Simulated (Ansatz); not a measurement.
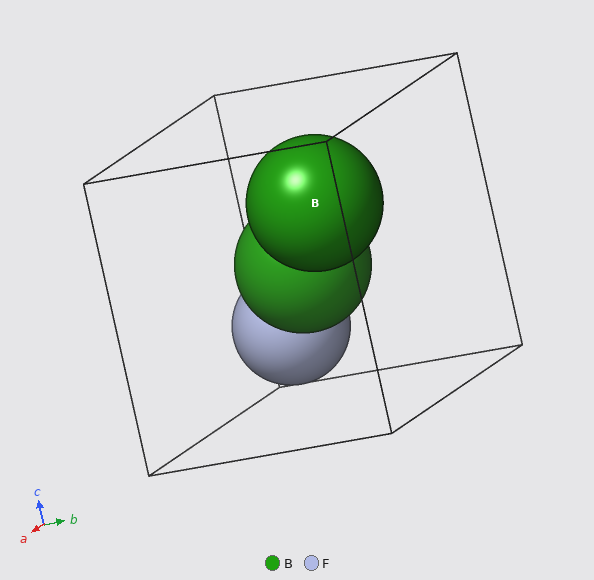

The image is a spheres-only drawing of a crystal, viewed slightly off an axis. The edges of the simulation cell are marked.

The program read this input:
```yaml
crystal:
  lattice:
    - [0.0, 2.4602477385, 2.4602477385]
    - [2.4602477385, 0.0, 2.4602477385]
    - [2.4602477385, 2.4602477385, 0.0]
  atoms:
    - { symbol: B, position: [0.5, 0.5, 0.5] }
    - { symbol: B, position: [0.75, 0.75, 0.75] }
    - { symbol: F, position: [0.25, 0.25, 0.25] }
basis:
  ecutwfc: 420
kpoints:
  mp_grid: { grid: [16, 16, 16] }
  band_path:
    path:
      - [[0.0, 0.0, 0.0], [-0.5, -0.5, 0.0], [-0.375, -0.375, 0.25]]
      - [[-0.375, 0.0, 0.375], [0.0, 0.0, 0.0], [0.0, 0.0, 0.5], [-0.5, -0.25, 0.25], [-0.5, -0.5, 0.0]]
    npoints: 14
hamiltonian:
  xc: pbe
scf:
  occupations: { method: gaussian, width: 0.1 }
  n_extra_bands: 7
output:
  forces: true
  stress: true
  eigenvalues: true
  populations: true
  dos: { projected: true, de: 0.02, nscf_kmesh: { grid: [20, 20, 20] } }
  bader: true
  write_density: true
  write_potential: true
  elf: true
  volumetric_format: npy
```
Run as:
```sh
ansatz run input.yaml --threads 1 --pin off --max-ram 2560MiB --backend cpu --events-out ev --progress --plain --runs-dir out
```

Electronic-structure method: DFT PBE, scalar-relativistic, plane waves, PAW (Ansatz). Parameters: a plane-wave cutoff of 420 eV, a 16×16×16 grid in reciprocal space, Gaussian smearing of 0.1 eV, no spin polarisation.

Question: What charge does Bader's analysis assign to each element?

Answer: B +0.20 to +0.40 e; F -0.60 e.

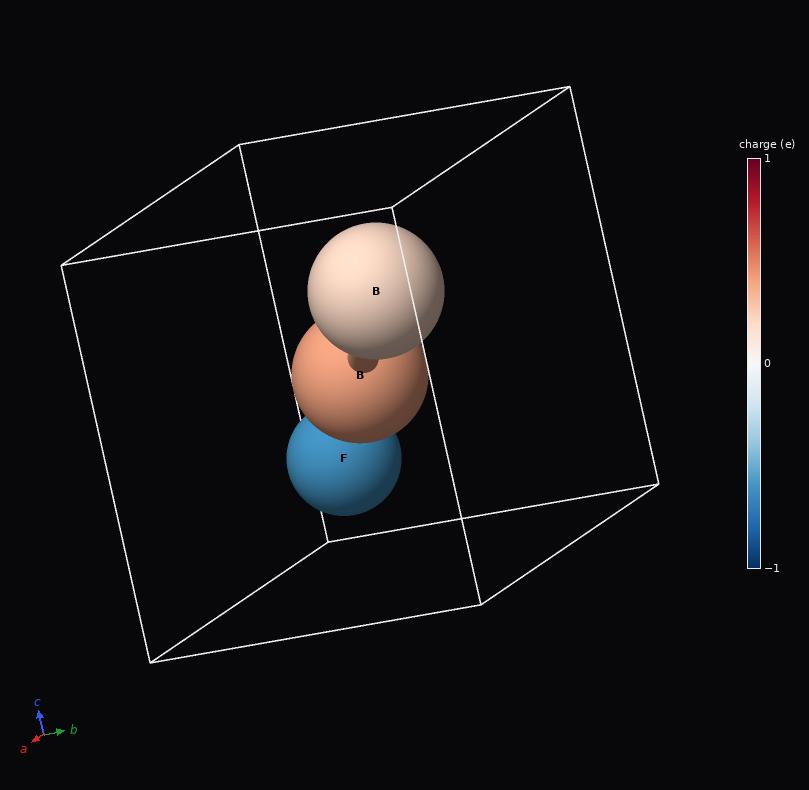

The atoms coloured by those charges.

Its origin is a random cell made by a generator, so it need not be a real form of the compound. Earlier steps of the study, as a rule a relaxation of our own, may have changed the cell and positions, so they can lie some per cent off the listed ones. An electronic-structure calculation with Ansatz was run on it.
